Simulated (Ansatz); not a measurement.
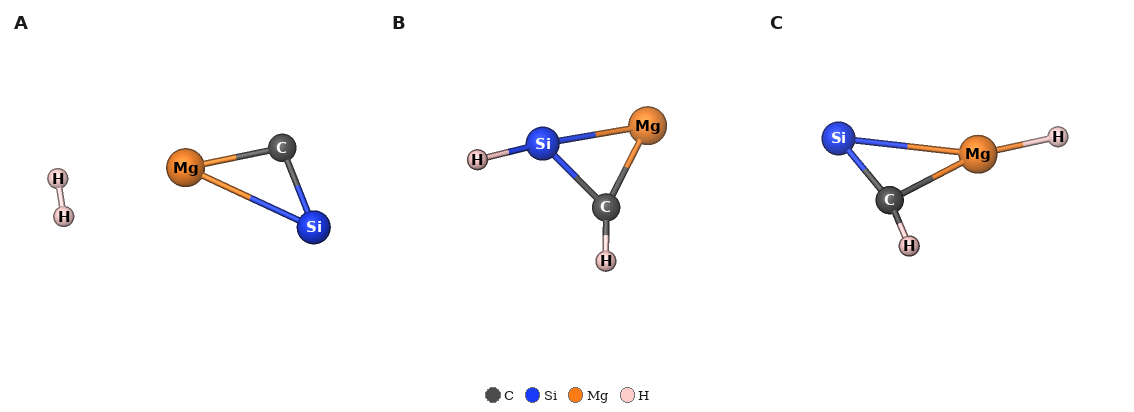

3 stationary structures of one formula. Geometries: PBE-D4/def2-SVP. Electronic energies: PBE-D4/def2-SVP (Ansatz 0.2.0), without zero-point energy. No frequency run is at hand to confirm each as a minimum.

> Rank them by energy, lowest first.

C is lowest (Cs); B lies 1.006 eV above it (Cs), A lies 2.685 eV above it (Cs).
